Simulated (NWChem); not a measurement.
Single-point calculation of CH$_{3}$ClZn

System: CH$_{3}$ClZn, SMILES [CH3][Zn][Cl].
Method: M08-SO/STO-6G, RKS (NWChem 7.3.0).

The geometry comes from this level: GFN2-xTB.

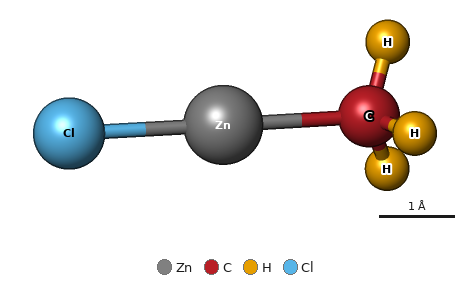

Fig. 1: The structure (ball-and-stick view, seen at a tilt). Sticks mark near contacts. Bond lengths as drawn: Cl–Zn 2.12 Å, C–H 1.08 Å and C–Zn 2.01 Å.

## Key numbers

```json
{"quantity": "outcome", "value": "converged"}
{"quantity": "total energy", "value": "−2268.044212 hartree"}
{"quantity": "basis functions", "value": "36"}
{"quantity": "HOMO", "value": "−4.01 eV"}
{"quantity": "LUMO", "value": "2.71 eV"}
{"quantity": "dipole moment", "value": "2.18 D"}
{"quantity": "hardware", "value": "1 thread of AMD EPYC (Zen 5), 16 GiB of memory available, shared host"}
{"quantity": "wall time", "value": "18 s"}
{"quantity": "peak memory", "value": "0.11 GiB"}
```

## Input
```python
from ase import Atoms
from ase.calculators.nwchem import NWChem

molecule = Atoms(['Zn', 'C', 'H', 'H', 'H', 'Cl'], positions=[
    [-0.011320, 0.018400, -1.177720],
    [0.003790, -0.000740, 0.832890],
    [-0.440720, 0.904000, 1.226720],
    [1.017410, -0.070840, 1.204440],
    [-0.557720, -0.846560, 1.208130],
    [-0.011430, -0.004260, -3.294460],
])

calc = NWChem(
    label='ch3clzn',
    theory='dft',
    memory='2200 mb',
    basis='STO-6G',
    dft={'xc': 'm08-so', 'mult': '1', 'grid': 'coarse', 'direct': None, 'iterations': '100'},
    task='energy',
)
molecule.calc = calc

print("Total energy (eV):", round(molecule.get_potential_energy(), 6))
print("dipole (e A):", molecule.get_dipole_moment().round(4))
```

## File ch3clzn.nwi
```
title "ch3clzn"

permanent_dir ch3clzn

scratch_dir ch3clzn

start ch3clzn

geometry units angstrom nocenter noautosym noautoz
  Zn -1.1320000000000000e-02 1.8400000000000000e-02 -1.1777200000000001e+00
  C  3.7900000000000000e-03 -7.3999999999999999e-04 8.3289000000000002e-01
  H  -4.4072000000000000e-01 9.0400000000000003e-01 1.2267200000000000e+00
  H  1.0174099999999999e+00 -7.0840000000000000e-02 1.2044400000000000e+00
  H  -5.5771999999999999e-01 -8.4655999999999998e-01 1.2081299999999999e+00
  Cl -1.1429999999999999e-02 -4.2599999999999999e-03 -3.2944599999999999e+00
end

memory 2200 mb

basis noprint
   * library STO-6G
end

dft
  xc m08-so
  mult 1
  grid coarse
  direct
  iterations 100
end

task dft energy
```

Run as:
```bash
export ASE_NWCHEM_COMMAND="nwchem PREFIX.nwi > PREFIX.nwo"
python run.py
```

## What the program printed
```
Total energy (eV): -61716.626577
dipole (e A): [ 0.0029 -0.0025  0.4535]
```

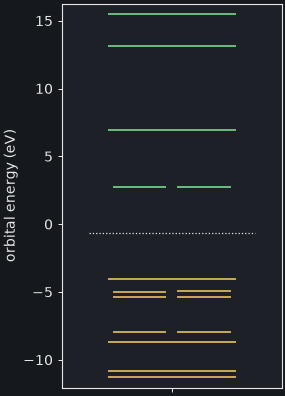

Fig. 2: Orbital energies near the frontier; the dotted line parts filled from empty levels, and levels within 0.02 eV of each other stand side by side. Highest filled −4.01 eV, lowest empty 2.71 eV, 6.72 eV apart.
